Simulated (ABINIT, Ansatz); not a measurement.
# ScGa3 (Pm-3m): zone-centre phonons

Aim: the zone-centre modes of ScGa3 (Pm-3m).

Method: DFT LDA, scalar-relativistic, plane waves, PseudoDojo norm-conserving pseudopotentials, in ABINIT 10.8.3.

## 1. The starting structure

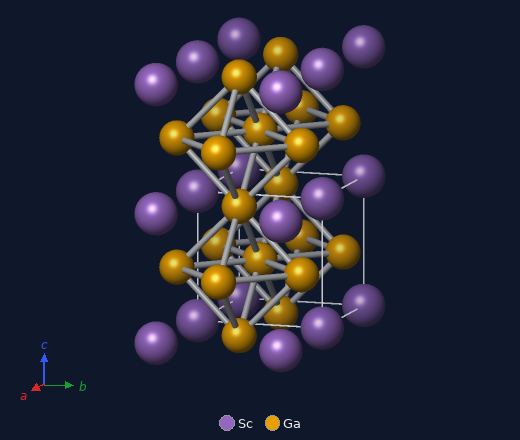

The starting structure, seen slightly off an axis (scandium purple, gallium orange). 2×1×2 cells are drawn. Some periodic images of atoms are drawn too.

## 2. Relaxing the cell and atoms

The harmonic expansion needs vanishing forces, and a free crystal bears no stress, so cell and atoms are brought to rest. Stress is more sensitive to the basis than forces are: the last 3 Ha under the cutoff are smoothed with ecutsm, and the cutoff is raised above that of the later runs.

The starting cell comes from a relaxation made beforehand in Ansatz (LDA, PseudoDojo NC).

relax.abi reads:

```
# relaxation
ionmov 2
optcell 2
dilatmx 1.08
ntime 40
tolmxf 1.0d-05
tolvrs 1.0d-14
prtwf 0
prtden 0
chksymtnons 0

# basis, mesh and filling
ecut 44.0
ecutsm 3.0
ngkpt 8 8 8
nshiftk 1
shiftk 0.0 0.0 0.0
istwfk *1
occopt 7
tsmear 0.01
nband 35
nstep 100
diemac 1000000.0
prtebands 0
prtgsr 0
useylm 1

# cell and atoms
acell 3*1.0 Angstrom
rprim 
    4.000464342 0.0 0.0
    0.0 4.000464342 0.0
    0.0 0.0 4.000464342
ntypat 2
znucl 21 31
natom 4
typat 1 2 2 2
xred 
    0.0 0.0 0.0
    0.0 0.5 0.5
    0.5 0.0 0.5
    0.5 0.5 0.0
pp_dirpath "./pseudo"
pseudos "Sc.upf, Ga.upf"
```

Launch:

```console
> OMP_NUM_THREADS=1 mpirun -n 4 abinit relax.abi > relax.log
```

Numbers of over 12 decimals in the logs are rounded to 6 here.

relax.abo, the main output file:

```text
[banners, grids, parts of the stress and lines that vanish by symmetry left out]
- input  file    -> relax.abi
- output file    -> relax.abo
- root for input  files -> relaxi
[...]
Symmetries : space group Pm -3 m (#221); Bravais cP (primitive cubic)
[...]
mpw =        7660          nfft =      125000          nkpt =          35
[...]
== DATASET  1 ==================================================================
[...]
cutoff_energies: {ecut:  44.0, pawecutdg:  -1.0, }
[...]
ETOT  1  -275.51353624102    -2.755E+02 4.117E-01 9.999E+02
 ETOT  2  -277.39722735202    -1.884E+00 3.281E-02 1.376E+03
 ETOT  3  -277.53394133747    -1.367E-01 2.670E-02 6.769E+01
 ETOT  4  -277.54055498909    -6.614E-03 1.138E-02 1.367E+01
 ETOT  5  -277.54198735943    -1.432E-03 4.313E-03 9.075E-01
[...]
At SCF step   13       vres2   =  5.62E-16 < tolvrs=  1.00E-14 =>converged.
[...]
sigma(1 1)=  3.94890129E-06  sigma(3 2)=  0.00000000E+00
  sigma(2 2)=  3.94890129E-06  sigma(3 1)=  0.00000000E+00
  sigma(3 3)=  3.94890129E-06  sigma(2 1)=  0.00000000E+00
[...]
convergence: {deltae:  5.969E-12, res2:  5.618E-16, residm:  2.364E-04, diffor: null, }
etotal    :  -2.77542085E+02
[...]
ETOT  1  -277.54208257645    -2.775E+02 2.019E-04 2.492E-02
[...]
At SCF step    9       vres2   =  4.81E-16 < tolvrs=  1.00E-14 =>converged.
[...]
sigma(1 1)=  2.87429463E-06  sigma(3 2)=  0.00000000E+00
  sigma(2 2)=  2.87429463E-06  sigma(3 1)=  0.00000000E+00
  sigma(3 3)=  2.87429463E-06  sigma(2 1)=  0.00000000E+00
[...]
convergence: {deltae: -4.945E-12, res2:  4.808E-16, residm:  3.031E-05, diffor: null, }
etotal    :  -2.77542086E+02
[...]
ETOT  1  -277.54206347642    -2.775E+02 2.713E-04 1.777E-01
[...]
ETOT  8  -277.54208637642     1.472E-11 2.773E-05 5.341E-13
 ETOT  9  -277.54208637641     1.472E-11 1.359E-05 3.419E-15
 At SCF step    9       vres2   =  3.42E-15 < tolvrs=  1.00E-14 =>converged.
[...]
sigma(1 1)= -5.01501657E-09  sigma(3 2)=  0.00000000E+00
  sigma(2 2)= -5.01501654E-09  sigma(3 1)=  0.00000000E+00
  sigma(3 3)= -5.01501649E-09  sigma(2 1)=  0.00000000E+00
[...]
convergence: {deltae:  1.472E-11, res2:  3.419E-15, residm:  1.359E-05, diffor: null, }
etotal    :  -2.77542086E+02
[...]
At Broyd/MD step   3, gradients are converged :
[...]
sigma(1 1)= -5.01501657E-09  sigma(3 2)=  0.00000000E+00
  sigma(2 2)= -5.01501654E-09  sigma(3 1)=  0.00000000E+00
  sigma(3 3)= -5.01501649E-09  sigma(2 1)=  0.00000000E+00
[...]
- sigma(1 1)= -1.47546881E-04  sigma(3 2)=  0.00000000E+00
- sigma(2 2)= -1.47546881E-04  sigma(3 1)=  0.00000000E+00
- sigma(3 3)= -1.47546879E-04  sigma(2 1)=  0.00000000E+00
[...]
fcart     -0.0000000000E+00 -0.0000000000E+00 -0.0000000000E+00
           strten     -5.0150165652E-09 -5.0150165375E-09 -5.0150164889E-09
================================================================================

[key lines of the parts left out:]
pressure_GPa:   1.4755E-04
Total energy (etotal) [Ha]= -2.77542086376405E+02
```

Elapsed: 4.5 min, on 4 MPI ranks of Arm Neoverse V1, shared host; 18 min of CPU time.

Little changed from the start: no atom moved by 0.005 Å and no cell edge by 0.1 %.

Read from the output:

```
volume per atom   : 15.98 Å³
pressure          : 1.48e-4 GPa
gap on the k-mesh : 0 eV
```

## 3. Ground state

The response is built on these wavefunctions, so the potential is converged far more tightly than an energy would need. Occupations are smeared.

gs.abi reads:

```
# ground state
tolvrs 1.0d-16
prtden 1
prtwf 1

# basis, mesh and filling
ecut 36.0
ngkpt 8 8 8
nshiftk 1
shiftk 0.0 0.0 0.0
istwfk *1
occopt 7
tsmear 0.01
nband 35
nstep 100
diemac 1000000.0
prtebands 0
prtgsr 0
useylm 1

# cell and atoms
acell 3*1.0 Angstrom
rprim 
    3.998724453 0.0 0.0
    0.0 3.998724453 0.0
    0.0 0.0 3.998724453
ntypat 2
znucl 21 31
natom 4
typat 1 2 2 2
xred 
    0.0 0.0 0.0
    0.0 0.5 0.5
    0.5 0.0 0.5
    0.5 0.5 0.0
pp_dirpath "./pseudo"
pseudos "Sc.upf, Ga.upf"
```

Launch:

```console
> OMP_NUM_THREADS=1 mpirun -n 4 abinit gs.abi > gs.log
```

gs.abo, the main output file:

```text
[banners, grids, parts of the stress and lines that vanish by symmetry left out]
- input  file    -> gs.abi
- output file    -> gs.abo
- root for input  files -> gsi
[...]
Symmetries : space group Pm -3 m (#221); Bravais cP (primitive cubic)
[...]
mpw =        4492          nfft =       91125          nkpt =          35
[...]
== DATASET  1 ==================================================================
[...]
cutoff_energies: {ecut:  36.0, pawecutdg:  -1.0, }
[...]
ETOT  1  -275.66862355125    -2.757E+02 4.210E-01 6.585E+02
 ETOT  2  -277.41827845942    -1.750E+00 7.465E-02 8.671E+02
 ETOT  3  -277.53498826099    -1.167E-01 6.112E-02 3.519E+01
 ETOT  4  -277.53958925010    -4.601E-03 1.377E-02 7.111E+00
 ETOT  5  -277.54059138777    -1.002E-03 7.687E-03 3.740E-01
[...]
ETOT 13  -277.54064748003     2.785E-12 2.026E-04 3.082E-16
 ETOT 14  -277.54064748003     3.240E-12 2.732E-04 2.437E-18
 At SCF step   14       vres2   =  2.44E-18 < tolvrs=  1.00E-16 =>converged.
[...]
sigma(1 1)=  6.42325320E-05  sigma(3 2)=  0.00000000E+00
  sigma(2 2)=  6.42325320E-05  sigma(3 1)=  0.00000000E+00
  sigma(3 3)=  6.42325320E-05  sigma(2 1)=  0.00000000E+00
[...]
convergence: {deltae:  3.240E-12, res2:  2.437E-18, residm:  2.732E-04, diffor: null, }
etotal    :  -2.77540647E+02
[...]
sigma(1 1)=  6.42325320E-05  sigma(3 2)=  0.00000000E+00
  sigma(2 2)=  6.42325320E-05  sigma(3 1)=  0.00000000E+00
  sigma(3 3)=  6.42325320E-05  sigma(2 1)=  0.00000000E+00
[...]
- sigma(1 1)=  1.88978633E+00  sigma(3 2)=  0.00000000E+00
- sigma(2 2)=  1.88978633E+00  sigma(3 1)=  0.00000000E+00
- sigma(3 3)=  1.88978633E+00  sigma(2 1)=  0.00000000E+00
[...]
fcart     -0.0000000000E+00 -0.0000000000E+00 -0.0000000000E+00
           strten      6.4232531956E-05  6.4232531956E-05  6.4232531956E-05
================================================================================

[key lines of the parts left out:]
pressure_GPa:  -1.8898E+00
```

Wall time 81 s (4 MPI ranks); 5.4 min of CPU time.

This step gave:

| Quantity | Value |
| --- | --- |
| pressure | -1.890 GPa |

The cell stands at -1.9 GPa: the relaxation ran with a smoothed and higher cutoff, and the difference is a stress of the finite basis.

## 4. Linear response at Γ

At q = 0 one unit cell holds all displacements. The response is solved for single atoms along the cell's directions, and symmetry skips those that follow from others. The crystal is treated as a metal, which screens a static field, so no field response is asked.

dfpt_gamma.abi reads:

```

# common to the responses
getwfk_filepath "gso_WFK"
kptopt 2
nqpt 1
qpt 0.0 0.0 0.0
asr 0
chneut 0

# displacements
rfphon 1
rfatpol 1 4
rfdir 1 1 1
tolvrs 1.0d-10
prtwf 0

# basis, mesh and filling
ecut 36.0
ngkpt 8 8 8
nshiftk 1
shiftk 0.0 0.0 0.0
istwfk *1
occopt 7
tsmear 0.01
nband 35
nstep 100
diemac 1000000.0
prtebands 0
prtgsr 0
useylm 1

# cell and atoms
acell 3*1.0 Angstrom
rprim 
    3.998724453 0.0 0.0
    0.0 3.998724453 0.0
    0.0 0.0 3.998724453
ntypat 2
znucl 21 31
natom 4
typat 1 2 2 2
xred 
    0.0 0.0 0.0
    0.0 0.5 0.5
    0.5 0.0 0.5
    0.5 0.5 0.0
pp_dirpath "./pseudo"
pseudos "Sc.upf, Ga.upf"
```

Launch:

```console
> OMP_NUM_THREADS=1 mpirun -n 4 abinit dfpt_gamma.abi > dfpt_gamma.log
```

dfpt_gamma.abo, the main output file:

```text
[banners, grids, parts of the stress and lines that vanish by symmetry left out]
- input  file    -> dfpt_gamma.abi
- output file    -> dfpt_gamma.abo
- root for input  files -> dfpt_gammai
- root for output files -> dfpt_gammao

 Symmetries : space group Pm -3 m (#221); Bravais cP (primitive cubic)
================================================================================
 Values of the parameters that define the memory need of the present run (RF).
     intxc =       0      iscf =       7    lmnmax =      18     lnmax =       6
     mgfft =      45  mpssoang =       3    mqgrid =    3001     natom =       4
  nloc_mem =       1    nspden =       1   nspinor =       1    nsppol =       1
      nsym =      48    n1xccc =    2501    ntypat =       2    occopt =       7
   xclevel =       1
-    mband =          35        mffmem =           1         mkmem =          65
-   mkqmem =          65        mk1mem =          65           mpw =        4492
      nfft =       91125          nkpt =         260
- my_mband =          35
================================================================================
================================================================================

--------------------------------------------------------------------------------
------------- Echo of variables that govern the present computation ------------
--------------------------------------------------------------------------------
-
- outvars: echo of selected default values
-   iomode0 =  0 , fftalg0 =312 , wfoptalg0 =  0
-
- outvars: echo of global parameters not present in the input file
-  max_nthreads =    1
-
 -outvars: echo values of preprocessed input variables
 [... echo left out ...]
================================================================================

 chkinp: Checking input parameters for consistency.

[...]
== DATASET  1 ==================================================================
-   mpi_nproc: 4, omp_nthreads: 1 (-1 if OMP is not activated)

--- !DatasetInfo
iteration_state: {dtset: 1, }
dimensions: {natom: 4, nkpt: 260, mband: 35, nsppol: 1, nspinor: 1, nspden: 1, mpw: 4492, }
cutoff_energies: {ecut:  36.0, pawecutdg:  -1.0, }
electrons: {nelect:   5.00000000E+01, charge:   0.00000000E+00, occopt:   7.00000000E+00, tsmear:   1.00000000E-02, }
meta: {optdriver: 1, rfphon: 1, }
...

 mkfilename: getwfk from: gso_WFK

 Real(R)+Recip(G) space primitive vectors, cartesian coordinates (Bohr,Bohr^-1):
 R(1)=  7.5564941  0.0000000  0.0000000  G(1)=  0.1323365  0.0000000  0.0000000
 R(2)=  0.0000000  7.5564941  0.0000000  G(2)=  0.0000000  0.1323365  0.0000000
 R(3)=  0.0000000  0.0000000  7.5564941  G(3)=  0.0000000  0.0000000  0.1323365
 Unit cell volume ucvol=  4.3148037E+02 bohr^3
 Angles (23,13,12)=  9.00000000E+01  9.00000000E+01  9.00000000E+01 degrees
 setup1 : take into account q-point for computing boxcut.

 getcut: wavevector=  0.0000  0.0000  0.0000  ngfft=  45  45  45
         ecut(hartree)=     36.000   => boxcut(ratio)=   2.15584

--- Pseudopotential description ------------------------------------------------
- pspini: atom type   1  psp file is ./pseudo/Sc.upf

- pspini: atom type   2  psp file is ./pseudo/Ga.upf

   4.37062559E+03                                ecore*ucvol(ha*bohr**3)
--------------------------------------------------------------------------------

 ==>  initialize data related to q vector <==

 The list of irreducible perturbations for this q vector is:
    1)    idir= 1    ipert=   1
    2)    idir= 1    ipert=   2
    3)    idir= 2    ipert=   2

[...]
The perturbation idir=   2  ipert=   1 is
 symmetric of a previously calculated perturbation.
 So, its SCF calculation is not needed.

 The perturbation idir=   3  ipert=   1 is
 symmetric of a previously calculated perturbation.
 So, its SCF calculation is not needed.

 The perturbation idir=   3  ipert=   2 is
 symmetric of a previously calculated perturbation.
 So, its SCF calculation is not needed.

 The perturbation idir=   1  ipert=   3 is
 symmetric of a previously calculated perturbation.
 So, its SCF calculation is not needed.

[...]
The perturbation idir=   2  ipert=   4 is
 symmetric of a previously calculated perturbation.
 So, its SCF calculation is not needed.

 The perturbation idir=   3  ipert=   4 is
 symmetric of a previously calculated perturbation.
 So, its SCF calculation is not needed.

--------------------------------------------------------------------------------
 Perturbation wavevector (in red.coord.)   0.000000  0.000000  0.000000
 Perturbation : displacement of atom   1   along direction   1
 Found     8 symmetries that leave the perturbation invariant.

[...]
dfpt_looppert : total number of electrons, from k and k+q
  fully or partially occupied states are    5.000000E+01 and    5.000000E+01.
 Initialisation of the first-order wave-functions :
  ireadwf=   0

--- !BeginCycle
iteration_state: {dtset: 1, }
solver: {iscf: 7, nstep: 100, nline: 4, wfoptalg: 0, }
tolerances: {tolvrs: 1.00E-10, }
...

     iter   2DEtotal(Ha)        deltaE(Ha) residm    vres2
-ETOT  1   8.137718     -3.998E+03 1.144E+01 8.069E+03
 ETOT  2   5.164839     -2.973E+00 1.061E+00 6.476E+02
 ETOT  3   4.893820     -2.710E-01 4.303E-02 5.974E+01
 ETOT  4   4.873912     -1.991E-02 9.219E-03 3.767E-02
 ETOT  5   4.873890     -2.151E-05 2.366E-03 4.735E-03
[...]
At SCF step   11       vres2   =  9.17E-12 < tolvrs=  1.00E-10 =>converged.
[...]
Mean square residual over all n,k,spin=   39.170E-10; max=  53.161E-07

 Thirteen components of 2nd-order total energy (hartree) are
 1,2,3: 0th-order hamiltonian combined with 1st-order wavefunctions
     kin0=   2.78968347E+03 eigvalue=   2.51151098E+02  local=  -1.89600597E+03
 4,5,6: 1st-order hamiltonian combined with 1st and 0th-order wfs
 loc psp =  -4.13284082E+03  Hartree=   1.06282401E+03     xc=  -2.11852526E+02
 note that "loc psp" includes a xc core correction that could be resolved
 7,8,9: eventually, occupation + non-local contributions
    edocc=   5.33269630E+02     enl0=   1.47174638E+03   enl1=  -3.86879136E+03
 1-9 gives the relaxation energy (to be shifted if some occ is /=2.0)
   erelax=  -4.00081609E+03
 10,11,12 Non-relaxation  contributions : frozen-wavefunctions and Ewald
 fr.local=   1.87555286E+03 fr.nonlo=   1.93231720E+03  Ewald=   2.37807505E+02
 13,14 Frozen wf xc core corrections (1) and (2)
 frxc 1  =  -2.35685764E+02  frxc 2 =   1.95698178E+02
 Resulting in :
 2DEtotal=    0.4873886799E+01 Ha. Also 2DEtotal=    0.132625216216E+03 eV
    (2DErelax=   -4.0008160913E+03 Ha. 2DEnonrelax=    4.0056899781E+03 Ha)
    (  non-var. 2DEtotal :    4.8738883015E+00 Ha)

[...]
Perturbation wavevector (in red.coord.)   0.000000  0.000000  0.000000
 Perturbation : displacement of atom   2   along direction   1
 Found     8 symmetries that leave the perturbation invariant.

[...]
dfpt_looppert : total number of electrons, from k and k+q
  fully or partially occupied states are    5.000000E+01 and    5.000000E+01.
 Initialisation of the first-order wave-functions :
  ireadwf=   0

--- !BeginCycle
iteration_state: {dtset: 1, }
solver: {iscf: 7, nstep: 100, nline: 4, wfoptalg: 0, }
tolerances: {tolvrs: 1.00E-10, }
...

     iter   2DEtotal(Ha)        deltaE(Ha) residm    vres2
-ETOT  1   19.792803787232     -3.421E+04 4.198E+01 1.079E+02
[...]
At SCF step   11       vres2   =  2.46E-11 < tolvrs=  1.00E-10 =>converged.
[...]
Mean square residual over all n,k,spin=   74.545E-11; max=  63.038E-08

 Thirteen components of 2nd-order total energy (hartree) are
 1,2,3: 0th-order hamiltonian combined with 1st-order wavefunctions
     kin0=   4.22333150E+04 eigvalue=   1.16903345E+03  local=  -1.37857567E+04
 4,5,6: 1st-order hamiltonian combined with 1st and 0th-order wfs
 loc psp =  -6.97801147E+03  Hartree=   2.62217835E+03     xc=  -5.19742116E+02
 note that "loc psp" includes a xc core correction that could be resolved
 7,8,9: eventually, occupation + non-local contributions
    edocc=   1.29842867E+01     enl0=   2.49542083E+03   enl1=  -6.14768547E+04
 1-9 gives the relaxation energy (to be shifted if some occ is /=2.0)
   erelax=  -3.42274331E+04
 10,11,12 Non-relaxation  contributions : frozen-wavefunctions and Ewald
 fr.local=   3.11753399E+03 fr.nonlo=   3.07366968E+04  Ewald=   2.96456145E+02
 13,14 Frozen wf xc core corrections (1) and (2)
 frxc 1  =  -7.64865573E+02  frxc 2 =   8.43761403E+02
 Resulting in :
 2DEtotal=    0.2149711855E+01 Ha. Also 2DEtotal=    0.584966396062E+02 eV
    (2DErelax=   -3.4227433096E+04 Ha. 2DEnonrelax=    3.4229582808E+04 Ha)
    (  non-var. 2DEtotal :    2.1497083993E+00 Ha)

[...]
Perturbation wavevector (in red.coord.)   0.000000  0.000000  0.000000
 Perturbation : displacement of atom   2   along direction   2
 Found     4 symmetries that leave the perturbation invariant.

--------------------------------------------------------------------------------

--------------------------------------------------------------------------------

 dfpt_looppert : total number of electrons, from k and k+q
  fully or partially occupied states are    5.000000E+01 and    5.000000E+01.
 Initialisation of the first-order wave-functions :
  ireadwf=   0

--- !BeginCycle
iteration_state: {dtset: 1, }
solver: {iscf: 7, nstep: 100, nline: 4, wfoptalg: 0, }
tolerances: {tolvrs: 1.00E-10, }
...

     iter   2DEtotal(Ha)        deltaE(Ha) residm    vres2
-ETOT  1   21.494584244357     -3.419E+04 3.495E+01 4.280E+02
[...]
ETOT 10   3.197140     -8.731E-11 4.967E-06 1.918E-10
 ETOT 11   3.197140      1.091E-10 1.478E-06 6.400E-12

 At SCF step   11       vres2   =  6.40E-12 < tolvrs=  1.00E-10 =>converged.
[...]
Mean square residual over all n,k,spin=   13.931E-10; max=  14.783E-07

 Thirteen components of 2nd-order total energy (hartree) are
 1,2,3: 0th-order hamiltonian combined with 1st-order wavefunctions
     kin0=   4.22037056E+04 eigvalue=   1.16866509E+03  local=  -1.37824024E+04
 4,5,6: 1st-order hamiltonian combined with 1st and 0th-order wfs
 loc psp =  -6.97568218E+03  Hartree=   2.62070005E+03     xc=  -5.17363846E+02
 note that "loc psp" includes a xc core correction that could be resolved
 7,8,9: eventually, occupation + non-local contributions
    edocc=   1.19569881E+01     enl0=   2.50077723E+03   enl1=  -6.14363952E+04
 1-9 gives the relaxation energy (to be shifted if some occ is /=2.0)
   erelax=  -3.42060387E+04
 10,11,12 Non-relaxation  contributions : frozen-wavefunctions and Ewald
 fr.local=   3.15553474E+03 fr.nonlo=   3.07227674E+04  Ewald=   2.51720912E+02
 13,14 Frozen wf xc core corrections (1) and (2)
 frxc 1  =  -7.65052259E+02  frxc 2 =   8.44265055E+02
 Resulting in :
 2DEtotal=    0.3197139762E+01 Ha. Also 2DEtotal=    0.869986049401E+02 eV
    (2DErelax=   -3.4206038706E+04 Ha. 2DEnonrelax=    3.4209235845E+04 Ha)
    (  non-var. 2DEtotal :    3.1971401626E+00 Ha)

[...]
---- first-order wavefunction calculations are completed ----

 ==> Compute Derivative Database <==

 [... matrices left out ...]
  Phonon wavevector (reduced coordinates) :  0.00000  0.00000  0.00000
 Phonon energies in Hartree :
   1.359082E-05  1.359082E-05  1.359082E-05  6.248678E-04  6.248678E-04
   6.248678E-04  6.253892E-04  6.253892E-04  6.253892E-04  1.198793E-03
   1.198793E-03  1.198793E-03
 Phonon frequencies in cm-1    :
-  2.982839E+00  2.982839E+00  2.982839E+00  1.371426E+02  1.371426E+02
-  1.371426E+02  1.372571E+02  1.372571E+02  1.372571E+02  2.631046E+02
-  2.631046E+02  2.631046E+02

== END DATASET(S) ==============================================================
================================================================================

 -outvars: echo values of variables after computation
            acell      1.8897261259E+00  1.8897261259E+00  1.8897261259E+00 Bohr
           etotal      3.1971397618E+00
            fcart      0.0000000000E+00  0.0000000000E+00  0.0000000000E+00
           strten      0.0000000000E+00  0.0000000000E+00  0.0000000000E+00
================================================================================
```

Run time: 8.8 min. Hardware: 4 MPI ranks; 35 min of CPU time.

Numbers from this step:

```
largest acoustic frequency at the zone centre before the sum rule : 2.98 cm⁻¹
highest optical zone-centre mode (no LO-TO term)                  : 263.1 cm⁻¹
lowest optical zone-centre mode                                   : 137.1 cm⁻¹
```

The acoustic modes at Γ come out as far as 3.0 cm⁻¹ from zero, where they should vanish, a small numerical error.

(Part 1 of 2 ends here.)

[Host names and launcher messages were left out of these logs when they were recorded.]

[Logs are printed without paths, hosts, clocks, repeated set-up lines and the standing remarks that a program may print on its own settings, such as how far it seeks lower states.]

[Hosts, paths, dates, database ids (printed as entryN), source tags and the programs' standing remarks are cut or masked in the printed files.]
